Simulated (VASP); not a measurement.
Band structure of WSe2 (2H layered). All values below come from vdW-DF-cx, VASP's PBE PAW potentials (set 64) (plane waves; VASP).

Unless said otherwise, spin-orbit coupling is left out, though it shifts the bands of the heavy elements here.

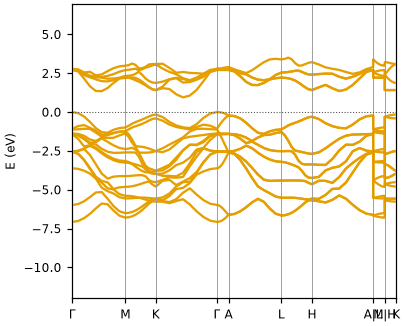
Bands along high-symmetry lines, zero at the valence-band maximum or, without a gap, the Fermi level

Q: Read the plot: is there a gap, and where are the band edges?

A: The gap is indirect, 0.94 eV, from the valence maximum at Γ to the conduction minimum at K-Γ at 0.44. (Edges off the drawn lines would not show.)

The compound is WSe2 in the 2H layered structure. It was relaxed first.
